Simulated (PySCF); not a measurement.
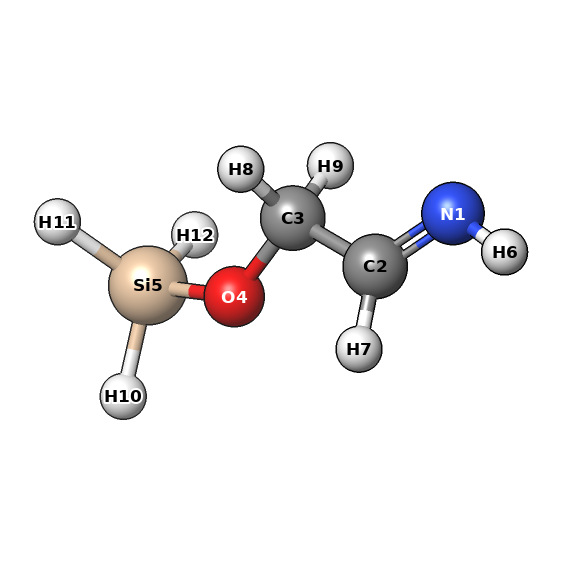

The geometry was computed by an optimisation with GFN2-xTB. No frequency run is at hand to confirm it as a minimum. Properties computed with delta-SCF UKS SCAN, pcX-2 on the ionised atom, pcseg-1 elsewhere, spin-free X2C (PySCF 2.14.0).

Give the core-electron binding energies (to vacuum; p and d levels without spin–orbit splitting) of N1 1s, C2 1s, C3 1s, O4 1s, Si5 1s, Si5 2p.

| atom | level | binding energy (eV) |
| --- | --- | --- |
| N1 | 1s | 404.8 |
| C2 | 1s | 292.2 |
| C3 | 1s | 292.5 |
| O4 | 1s | 538.3 |
| Si5 | 1s | 1847.2 |
| Si5 | 2p | 107.6 |

The geometry is semi-empirical. Around Si such bond lengths and angles can be off by a tenth of an ångström or more and by several degrees, and values that hang on the shape move with them.
